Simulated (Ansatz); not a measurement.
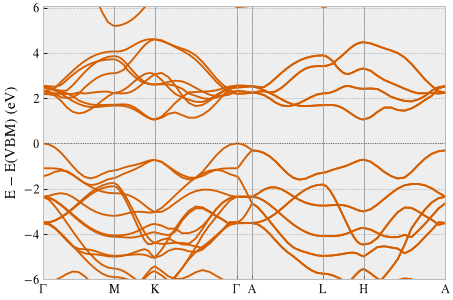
Figure: Band structure from DFT-r²SCAN+D4 in the program Ansatz with PAW potentials

Task: Read off the gap and where the band edges lie.

Result: About 1.0 eV (1.05 eV by a search for the band edges); maximum at Γ, minimum at K.

The material is MoS$_{2}$ in space group P6_3/mmc (No. 194; Mo on 2b, S on 4f).

The workflow started from a Materials Project entry (that database holds measured and hypothetical structures alike). Its sites differ from those of the usual phase in this space group: another stacking or structure type. The r²SCAN+D4 relaxation kept the symmetry of its start; phonons on a q-mesh show no instability. No spin polarisation was allowed. Spin–orbit coupling is left out wherever it is not named.

Potentials: the earlier of the program's two PAW sets.
